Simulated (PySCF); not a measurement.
C$_{8}$H$_{8}$, SMILES `C1=CC=CC=CC=C1`.

PySCF calculation, PBE0/def2-SVP, gas phase; geometry: GFN2-xTB. No frequency check shows the geometry to be a minimum. A basis without diffuse functions makes polarisabilities too small.

Input

```python
import numpy as np
from pyscf import gto, scf, dft
from pyscf.scf import atom_ks, atom_hf
from scipy.linalg import block_diag

def solve(mol, dm0=None, hcore=None):
    mf = (dft.UKS if mol.spin else dft.RKS)(mol, xc='pbe0')
    mf.grids.level = 3
    mf = mf.density_fit(auxbasis='def2-universal-jkfit')
    mf.conv_tol, mf.max_cycle = 1e-8, 80
    if hcore is not None:
        mf.get_hcore = lambda *args: hcore
    mf.kernel(dm0)
    if not mf.converged:
        mf = mf.newton().run(mf.mo_coeff, mf.mo_occ, max_cycle=30)
    assert mf.converged, 'SCF not converged'
    return mf

mol = gto.M(atom='''
C      1.59153     0.46764    -0.41319
C      1.42496    -0.84919    -0.41262
C      0.46734    -1.59180     0.41207
C     -0.84941    -1.42450     0.41348
C     -1.59149    -0.46704    -0.41245
C     -1.42506     0.84864    -0.41302
C     -0.46785     1.59187     0.41216
C      0.84999     1.42459     0.41382
H      2.37995     0.90663    -1.01495
H      2.07917    -1.47119    -1.01390
H      0.90674    -2.38094     1.01256
H     -1.47091    -2.07885     1.01512
H     -2.38029    -0.90565    -1.01396
H     -2.07987     1.46933    -1.01500
H     -0.90678     2.38089     1.01316
H      1.47189     2.07856     1.01545
''', basis='def2-svp', charge=0, spin=0, verbose=4)
field = np.array([0.0, 0.005, 0.0])  # atomic units
mol.set_common_orig(mol.atom_charges() @ mol.atom_coords() / mol.atom_charges().sum())
mf = solve(mol)
out = dict(dm0=mf.make_rdm1(), d0=mf.dip_moment(unit='AU'), e0=mf.e_tot)
for name, sign in (('p', 1), ('m', -1)):
    h = mf.get_hcore() + sign * np.einsum('x,xij->ij', field, mol.intor('int1e_r'))
    mi = solve(mol, mf.make_rdm1(), h)
    out.update({'dm' + name: mi.make_rdm1(), 'd' + name: mi.dip_moment(unit='AU'), 'e' + name: mi.e_tot})
# spherically averaged free atoms, for the promolecule
atm = atom_ks.get_atm_nrks(mol, xc='pbe0')
pro = block_diag(*[(atm[a[0]][2] * atm[a[0]][3]) @ atm[a[0]][2].T for a in mol._atom])
np.savez('result.npz', pro=pro, **out)
```

Launched as:

```sh
OMP_NUM_THREADS=1 python input.py
```

The run took 86 s on 1 thread of Arm Neoverse V1 (shared host), peak memory 0.76 GiB.

Partitions, critical points and surface values were worked out afterwards from this run's density.

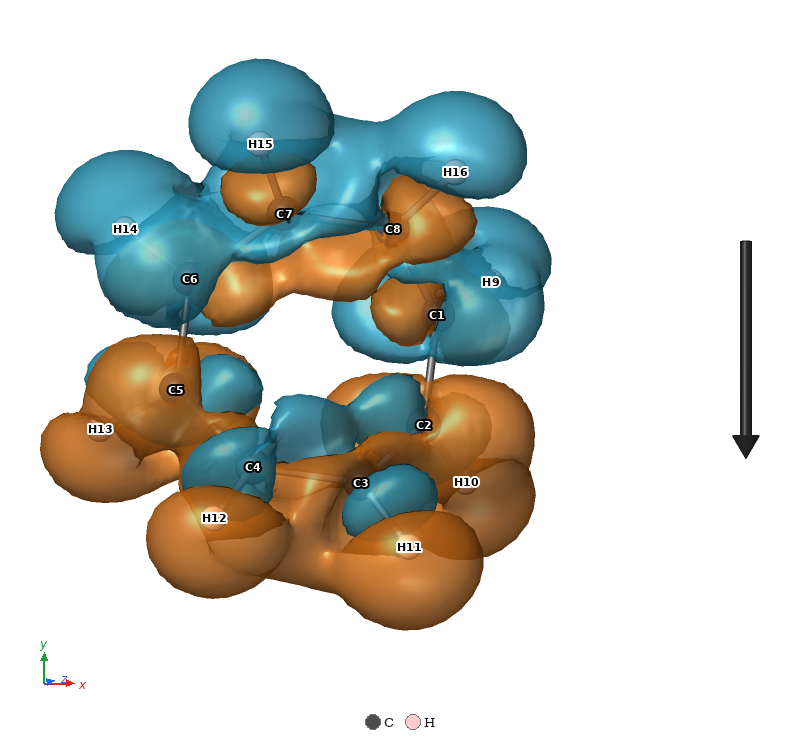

Change of the electron density in a uniform field of 0.26 V/Å along −y (arrow), surfaces at ±0.0015 e/Å³ (light blue: gain, orange: loss).

The field was applied in both directions; the picture shows the one opposite to the script's first.

Q: How large is the response?

A: The induced dipole is 1.17 D (along the field); α along this axis, from the fields in both directions, is 92 bohr³ (13.7 Å³).
